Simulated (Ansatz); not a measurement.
Al2Cl2H6N2 (SMILES [Cl][AlH-]1[NH2+][AlH-]([Cl])[NH2+]1)

The calculation's input:

```
crystal:
  periodic: [false, false, false]
  atoms:
    - {symbol: Cl, position_ang: [-1.769441, -1.764962, 1.606826]}
    - {symbol: Al, position_ang: [-0.013856, -1.307346, 0.510368]}
    - {symbol: N, position_ang: [0.657545, 0.416994, 1.103360]}
    - {symbol: Al, position_ang: [0.232309, 1.246601, -0.601521]}
    - {symbol: Cl, position_ang: [-1.345802, 2.631026, -0.307168]}
    - {symbol: N, position_ang: [-0.527221, -0.453259, -1.157800]}
    - {symbol: H, position_ang: [1.132775, -2.376287, 0.320833]}
    - {symbol: H, position_ang: [0.134313, 0.806327, 1.881842]}
    - {symbol: H, position_ang: [1.636773, 0.436973, 1.366027]}
    - {symbol: H, position_ang: [1.519795, 1.638949, -1.427209]}
    - {symbol: H, position_ang: [-1.532283, -0.417876, -1.299121]}
    - {symbol: H, position_ang: [-0.124916, -0.857151, -1.996437]}
basis:
  gaussian: {orbitals: def2-TZVPP}
hamiltonian: {xc: pbe0, dispersion: d4}
output: {orbitals: {seedname: orbitals}}
```

Run with:

```sh
ansatz run in.yaml --threads 2 --pin off --events-out ev --progress --plain --max-ram 32768MiB --backend cuda --devices 0, --max-vram 18GiB
```

Geometry: PBE0-D4/def2-TZVP.

Method: Ansatz 0.2.0, RKS PBE0-D4/def2-TZVPP.

What will maps of the electron density and electron localisation function show?

Al–Cl (2.12 Å): the density is about 0.71 e/Å³ at the midpoint; the ELF peaks at about 0.85 in the valence shell of Cl, 0.9 Å from its nucleus, and is about 0.80 at the midpoint.
Al–H (1.58 Å): ρ is about 0.57 e/Å³ halfway; the ELF climbs to about 1 towards the hydrogen.

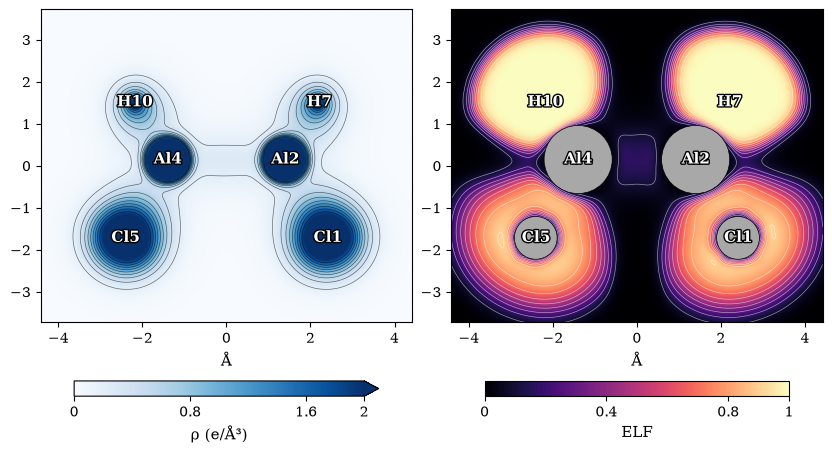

Computed electron density and electron localisation function on the plane of atoms Cl1, Al2 and H7, in this order. Grey discs cover the atomic cores in the ELF map. 
